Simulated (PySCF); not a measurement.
SMILES C[Si](C)(C)[SiH2][SiH3] (C₃H₁₄Si₃) at its GFN2-xTB optimised geometry (Å):

```
20

C      2.2073    -1.9702    -0.4358
Si     1.4468    -0.2699     0.0000
C      2.1167     0.2424     1.7162
C      2.0979     1.0011    -1.2720
Si    -0.8893    -0.2699     0.0000
Si    -1.8800     1.8220     0.0000
H      1.8886    -2.7331     0.2685
H      1.8984    -2.2930    -1.4258
H      3.2941    -1.9461    -0.4236
H      1.8011    -0.4557     2.4861
H      3.2027     0.2794     1.7342
H      1.7527     1.2262     1.9993
H      3.1830     1.0565    -1.2717
H      1.7856     0.7444    -2.2801
H      1.7204     1.9972    -1.0580
H     -1.3906    -1.0435     1.1514
H     -1.3964    -1.0427    -1.1493
H     -3.2941     1.8385     0.3829
H     -1.8117     2.4669    -1.3150
H     -1.2015     2.7331     0.9297
```

Level of theory: PBE0/def2-SVP (PySCF 2.14.0).

Map of the deformation density (molecule minus spherical neutral atoms) (e/bohr³) on the plane z = 0.8 Å:

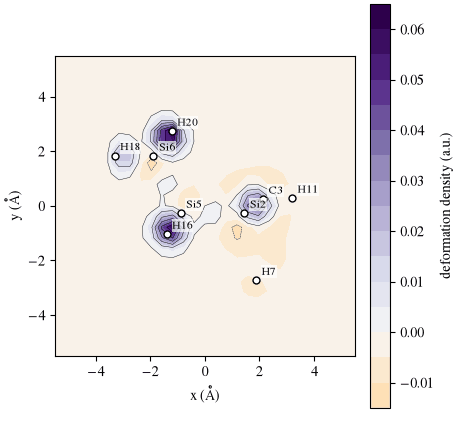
Deformation density (molecule minus spherical neutral atoms) (e/bohr³) on the plane z = 0.8 Å.
